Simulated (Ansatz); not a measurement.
# BPH4 + HBr: a complex and its separated parts

The complex below is one end of an elementary step. How strongly is it bound against its free parts?

Computed with Ansatz 0.2.0, Gaussian basis. Level: PBE0-D4/def2-TZVP structures, single points in def2-TZVPP, no counterpoise correction.

Levels: SPW92, PBE-D4, BLYP-D4, r2SCAN-D4, B97M-V, PBE0-D4, B3LYP-D4, r2SCAN0-D4, BHLYP-D4, CAM-B3LYP-D4, wB97X-V, wB97M-V, B2PLYP, PBE-QIDH, RPA on PBE, Hartree-Fock, MP2, CCSD, CCSD(T).

Cores are frozen in the correlated methods. Filled d shells of the heavier atoms are correlated. B3LYP uses VWN-RPA correlation. B2PLYP carries no dispersion term here.

21 further runs of the same task are left out: 21 set aside as unsound or not needed.

## (1) Where the work starts

The complex: 8 atoms, charge 0, spin multiplicity 1.

Atoms are counted from 1 here; the program's logs count them from 0.

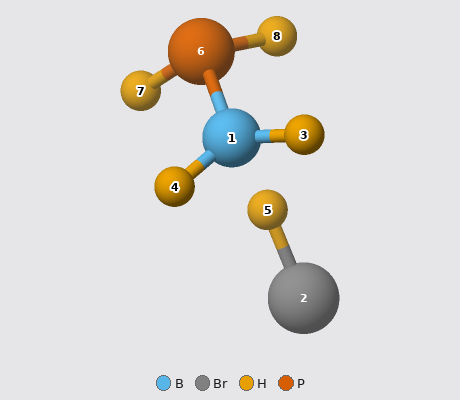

As it starts; boron blue, bromine grey, hydrogen amber, phosphorus orange; atoms are numbered from 1 in the order of the file.

Coordinates:

```mol
BBrH5P
  3D, bonds by distance, orders not assigned

  8  6  0  0  0  0  0  0  0  0999 V2000
   -1.0901    0.0739   -0.3206 B   0  0
    1.9306   -1.0796   -1.6861 Br  0  0
   -1.5859   -1.0070   -0.3937 H   0  0
   -1.2244    0.8798   -1.1878 H   0  0
    1.2762   -0.4804   -0.5603 H   0  0
   -0.3515    0.6109    1.2913 P   0  0
    0.7122    1.4912    1.0119 H   0  0
    0.3329   -0.4888    1.8453 H   0  0
  1  3  8  0
  1  4  8  0
  1  6  8  0
  2  5  8  0
  6  7  8  0
  6  8  8  0
M  END
```

Its parts: BPH4 holds atoms 1, 3, 4, 6, 7, 8; HBr holds atoms 2, 5. Each part counts its atoms afresh in its own runs.

## (2) Relaxing BPH4 alone

Contents of relax-a/in.yaml:

```yaml
crystal:
  periodic: [false, false, false]
  atoms:
    - {symbol: B, position_ang: [-1.090062, 0.073910, -0.320591]}
    - {symbol: H, position_ang: [-1.585884, -1.007040, -0.393687]}
    - {symbol: H, position_ang: [-1.224448, 0.879796, -1.187840]}
    - {symbol: P, position_ang: [-0.351532, 0.610869, 1.291330]}
    - {symbol: H, position_ang: [0.712231, 1.491202, 1.011932]}
    - {symbol: H, position_ang: [0.332909, -0.488818, 1.845289]}
basis:
  gaussian: {orbitals: def2-TZVP}
hamiltonian: {xc: pbe0, dispersion: d4}
relax: {f_tol: 0.005, max_steps: 200}
```

No record of the launch command was kept for these runs.

After this run come: Relaxing HBr alone; wB97M-V/def2-TZVPP; CCSD(T)/def2-TZVPP; Vibrations of BPH4; Vibrations of HBr.

Before running it: what results should come out? Wanted: complex less parts, CCSD(T)/def2-TZVPP; with zero-point energy; largest T1 diagnostic.

As calculated:

```
                              quantity           value
complex less parts, CCSD(T)/def2-TZVPP  -1.09 kcal/mol
                with zero-point energy  -0.28 kcal/mol
                 largest T1 diagnostic           0.018
```

What this shows: At CCSD(T) the complex lies 1.09 kcal/mol below its parts. wB97X-V is the best functional here (-0.01 kcal/mol from CCSD(T)); SPW92 is the worst (-4.07 kcal/mol). By rung, the mean size of the error is: LDA 4.07, GGA 1.61, meta-GGA 0.84, hybrid 0.75, range-separated hybrid 0.17, double hybrid 0.40 kcal/mol. PBE-D4 gives a relative energy 2.03 kcal/mol too low, an error of 186 % of the reference. No counterpoise was applied, and triple zeta lacks some correlation, so the CCSD(T) reference has a basis error of its own, and close matches with it are partly luck.
